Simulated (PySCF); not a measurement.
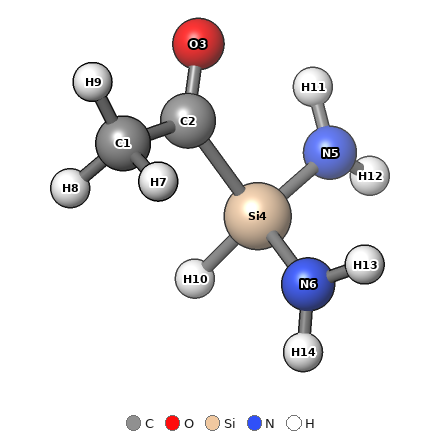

C₂H₈N₂OSi, SMILES CC(=O)[SiH](N)N. Vertical core-electron binding energies by ΔSCF (B3LYP, pcX-2 on the ionised atom, pcseg-1 elsewhere, spin-free X2C; PySCF 2.14.0, at a PBE0-D3(BJ)/def2-SVP geometry (no frequency check)), gas phase, against the vacuum level. One atom of each kind was ionised; within a panel, areas follow the number of like atoms and 2j + 1 (2p levels are split by first-order spin-orbit coupling, an approximation), each panel is scaled alone, Gaussians of 0.8 eV full width. Only the regions named are shown. Lines closer than the width merge in the curve.

**Predict the C 1s, Si 2p and Si 1s photoelectron lines.**

```tsv
level	atoms	binding energy (eV)
C 1s	C2	292.7
C 1s	C1	290.8
Si 2p1/2	Si4	107.5
Si 2p3/2	Si4	106.9
Si 1s	Si4	1845.5
```

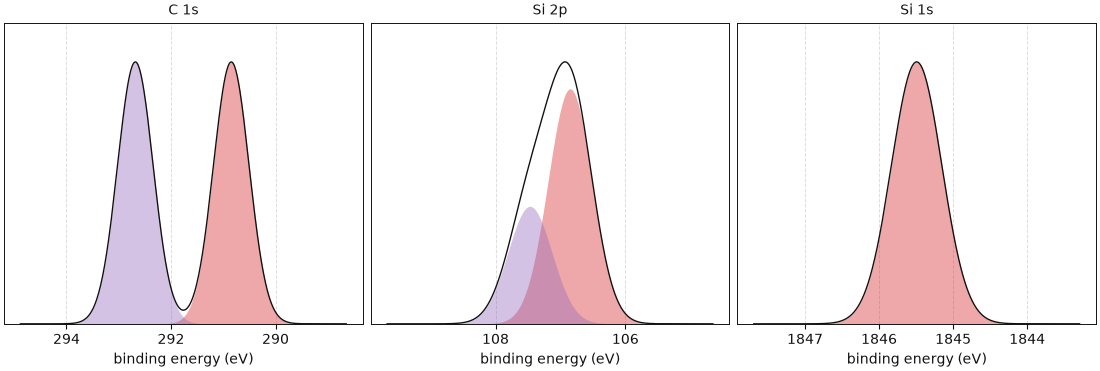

Caveats: one conformer of a flexible molecule.
